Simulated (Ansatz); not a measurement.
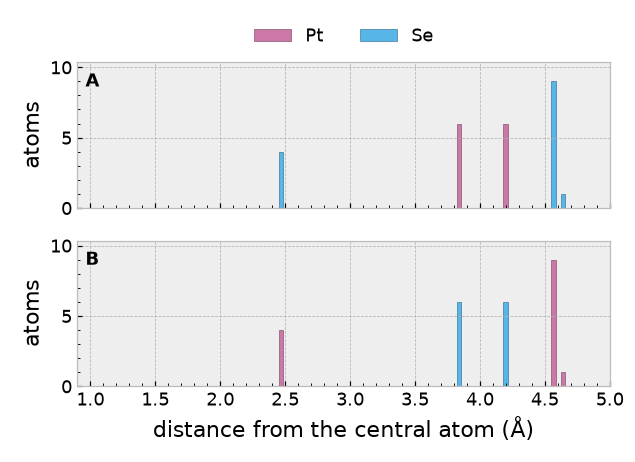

Neighbour shells computed from the structure of PtSe: each bar gives the number of atoms of one element at one distance (within 0.03 Å) from a central atom. It is based on the geometry relaxed with Ansatz 0.2.0, DFT PBE, scalar-relativistic, plane waves, PAW; the starting structure was generated, so it need not be a known form of this composition.

```
a = 3.838 Å, b = 3.838 Å, c = 7.124 Å, α = 90.00°, β = 90.00°, γ = 120.00°
Pt1  0.3333  0.6667  0.0167
Pt2  0.6667  0.3333  0.5167
Se3  0.3333  0.6667  0.3654
Se4  0.6667  0.3333  0.8654
```

Q: Which atom of the list is the centre of each panel?

A: panel A: Pt1 (or an equivalent site: Pt2); panel B: Se3 (or an equivalent site: Se4).

Q: Read off the nearest shells (six at most) of each panel.

A: Panel A: 4 Se at 2.47 Å, 6 Pt at 3.84 Å, 6 Pt at 4.20 Å, 9 Se at 4.57 Å, 1 Se at 4.64 Å
Panel B: 4 Pt at 2.47 Å, 6 Se at 3.84 Å, 6 Se at 4.20 Å, 9 Pt at 4.57 Å, 1 Pt at 4.64 Å
